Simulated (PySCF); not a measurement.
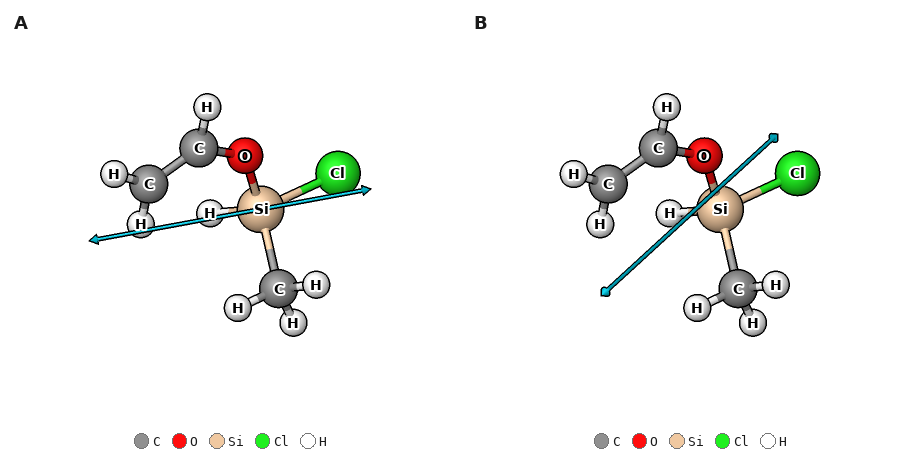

The double arrows show the directions of two transition dipoles from the ground state (lengths mean nothing). The geometry was computed by an optimisation with GFN2-xTB. No frequency run is at hand to confirm it as a minimum. Level of theory: TDDFT ωB97X-D/def2-SVPD, vertical, gas phase, core orbitals frozen in the response (PySCF 2.14.0).

### One belongs to singlet state 1 and one to singlet state 4. Which is which?

A: state 4, 7.79 eV (159 nm), oscillator strength 0.033, of mixed character, with the largest part HOMO → LUMO+3 (weight 0.34).
B: state 1, 6.97 eV (178 nm), oscillator strength 0.063, of mixed character, with the largest part HOMO → LUMO+2 (weight 0.44).

The geometry is semi-empirical. Around Si such bond lengths and angles can be off by a tenth of an ångström or more and by several degrees, and values that hang on the shape move with them.
